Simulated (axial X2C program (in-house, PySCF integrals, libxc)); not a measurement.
# InB⁻: properties at the nuclei

Aim: properties at the nuclei of InB⁻, with spin–orbit coupling in the Hamiltonian from the start.

Program: an in-house X2C program for linear molecules on PySCF integrals. Level of theory: two-component X2C with atomic mean-field terms, In dyall-acv3z, B dyall-av3z. These are calculated values, not measurements.

## Step 1: The job

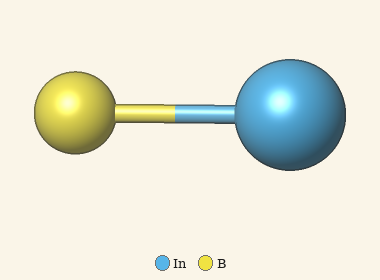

The two atoms at 2.270 Å (indium blue, boron yellow).

task.json

```json
{"zs": [49, 5], "q": -1, "bas": ["dyall-acv3z", "dyall-av3z"], "r0": 2.27, "levels": ["PBE0", "HF", "PBE50", "BHandHLYP", "PBE"], "nst": 3}
```

Keys: zs atomic numbers; q charge; bas basis sets; r0 starting distance in Å; levels methods (HF also brings MP2); nst determinants followed.

Command:

```sh
$ python soeom.py task.json out
```

Nuclei are Gaussian, cores are contracted, and the Gaunt term is on.

## Step 2: Expectation values, lowest determinant

R = 2.258 Å. State: Ω = 3/2 (excess of +ω over −ω: ω = 3/2).

Output of the PBE0 run:

```text
two-component X2C + atomic mean field  PBE0
basis functions 203  fitting functions 1063  grid points 5081
iter        total energy     max residual
   1      -5902.581306064     1.91e+00
   2      -5902.938400368     7.01e-03
   3      -5902.936566510     1.17e-02
   4      -5902.939639420     3.52e-03
   5      -5902.939806134     1.64e-03
   6      -5902.939846674     1.98e-04
   7      -5902.939848057     3.46e-05
   8      -5902.939848121     1.77e-05
   9      -5902.939848139     9.00e-06
  10      -5902.939848145     3.00e-06
  11      -5902.939848146     1.13e-06
converged
one-electron -8245.13960970  Coulomb 2453.02269971  exact exchange -40.61152593  xc functional -124.35195967  nuclear repulsion 57.41736788  atomic mean-field constant -3.27682044
```

The highest occupied spinor is 58% B p, 34% In p, 3% In d.

```
    level  Eeff magnitude (GV/cm)  Ws magnitude In (kHz)  A∥/gI In (MHz)  qzz In (a.u.)  A∥/gI B (MHz)  qzz B (a.u.)
     PBE0                   0.799                  0.164            -267          -3.28            7.4         -0.15
       HF                    4.01                    1.4            -323          -4.67           24.5         -0.18
    PBE50                    1.26                  0.334            -296          -3.63           6.44         -0.16
BHandHLYP                   0.611                 0.0833            -232          -3.40           17.5         -0.18
      PBE                   0.412                  0.027            -213          -2.96           9.22         -0.14
```

Eeff is the effective electric field on the electron dipole moment in this Ω state and Ws the scalar–pseudoscalar constant (defined with the proton number Z and per Ω); A∥ is the parallel hyperfine constant, which follows by multiplying with the nuclear g factor gI = μI/(I μN); qzz is the electric field gradient, eQq0 = 234.96 MHz × Q/barn × qzz. The operators were transformed with the bare-nucleus X2C matrices.

## Step 3: Expectation values, a higher determinant

R = 2.258 Å. State: Ω = 1/2 (excess of +ω over −ω: 2 × ω = -1/2, ω = 3/2), 0.27 eV above the lowest in the PBE0 search for states (made at or near this distance, with looser thresholds).

Output of the PBE0 run:

```text
two-component X2C + atomic mean field  PBE0
basis functions 203  fitting functions 1063  grid points 5081
iter        total energy     max residual
   1      -5902.570609516     1.94e+00
   2      -5902.928369135     6.74e-03
   3      -5902.926342271     1.24e-02
   4      -5902.929666981     3.27e-03
   5      -5902.929813849     1.40e-03
   6      -5902.929843974     1.77e-04
   7      -5902.929845113     3.76e-05
   8      -5902.929845162     1.58e-05
   9      -5902.929845171     5.96e-06
  10      -5902.929845174     1.15e-06
  11      -5902.929845174     3.68e-07
converged
one-electron -8244.95451257  Coulomb 2452.83468517  exact exchange -40.60759949  xc functional -124.34296572  nuclear repulsion 57.41736788  atomic mean-field constant -3.27682044
```

The highest occupied spinor is 48% B p, 30% In p, 11% In s.

```
    level  Eeff magnitude (GV/cm)  Ws magnitude In (kHz)  A∥/gI In (MHz)  qzz In (a.u.)  A∥/gI B (MHz)  qzz B (a.u.)
     PBE0                   0.115                 0.0299            -275          -3.00          -76.1         -0.17
       HF                   0.544                  0.751              87          -3.43          -93.2         -0.25
    PBE50                  0.0806                  0.207            -148          -3.22          -76.4         -0.19
BHandHLYP                   0.197                  0.332            -122          -3.11          -69.7         -0.20
      PBE                   0.342                    0.3            -443          -2.75          -77.9         -0.15
```

## Step 4: Expectation values, a higher determinant

R = 2.258 Å. State: Ω = 1/2 (excess of +ω over −ω: ω = 1/2), 0.58 eV above the lowest in the PBE0 search for states (made at or near this distance, with looser thresholds).

Output of the PBE0 run:

```text
two-component X2C + atomic mean field  PBE0
basis functions 203  fitting functions 1063  grid points 5081
iter        total energy     max residual
   1      -5902.557962936     1.92e+00
   2      -5902.917003361     6.95e-03
   3      -5902.914439309     1.40e-02
   4      -5902.918338558     4.08e-03
   5      -5902.918562466     1.53e-03
   6      -5902.918594990     2.11e-04
   7      -5902.918596564     5.33e-05
   8      -5902.918596620     2.91e-05
   9      -5902.918596641     1.20e-05
  10      -5902.918596651     9.25e-06
  11      -5902.918596656     4.91e-06
  12      -5902.918596658     2.54e-06
  13      -5902.918596659     5.10e-07
converged
one-electron -8244.97143044  Coulomb 2452.84069634  exact exchange -40.60118781  xc functional -124.32722219  nuclear repulsion 57.41736788  atomic mean-field constant -3.27682044
```

The highest occupied spinor is 51% B p, 42% In p, 3% B d.

```
    level  Eeff magnitude (GV/cm)  Ws magnitude In (kHz)  A∥/gI In (MHz)  qzz In (a.u.)  A∥/gI B (MHz)  qzz B (a.u.)
     PBE0                   0.295                  0.512            -265          -2.75             41         -0.21
       HF                    1.91                   2.07             246          -3.73             24         -0.24
    PBE50                   0.286                   0.15            -262          -3.04           28.9         -0.22
BHandHLYP                   0.209                 0.0604            -296          -3.00           54.6         -0.25
      PBE                   0.664                   0.92            -120          -2.48           49.4         -0.20
```

## Step 5: Summary of results

| quantity | value |
| --- | --- |
| lowest determinant | Ω = 3/2 (excess of +ω over −ω: ω = 3/2) |
| Eeff magnitude (GV/cm), PBE0 | 0.799 |
| Ws magnitude In (kHz), PBE0 | 0.164 |
| A∥/gI In (MHz), PBE0 | -267 |
| qzz In (a.u.), PBE0 | -3.28 |
| higher determinant | Ω = 1/2 (excess of +ω over −ω: 2 × ω = -1/2, ω = 3/2) |
| Eeff magnitude (GV/cm), PBE0, higher determinant | 0.115 |
| Ws magnitude In (kHz), PBE0, higher determinant | 0.0299 |
| A∥/gI In (MHz), PBE0, higher determinant | -275 |
| qzz In (a.u.), PBE0, higher determinant | -3.00 |
| higher determinant | Ω = 1/2 (excess of +ω over −ω: ω = 1/2) |
| Eeff magnitude (GV/cm), PBE0, higher determinant | 0.295 |
| Ws magnitude In (kHz), PBE0, higher determinant | 0.512 |
| A∥/gI In (MHz), PBE0, higher determinant | -265 |
| qzz In (a.u.), PBE0, higher determinant | -2.75 |

What this shows: In the first state, the effective field runs from 0.412 to 4.01 GV/cm over the mean-field levels, so the levels don't agree on it. The expectation values come from single determinants, which for open shells can mix terms of unlike spin or miss the lowest Ω, so a determinant need not be a state. Eeff is the effective electric field on the electron dipole moment in this Ω state and Ws the scalar–pseudoscalar constant (defined with the proton number Z and per Ω); A∥ is the parallel hyperfine constant, which follows by multiplying with the nuclear g factor gI = μI/(I μN); qzz is the electric field gradient, eQq0 = 234.96 MHz × Q/barn × qzz. The operators were transformed with the bare-nucleus X2C matrices.
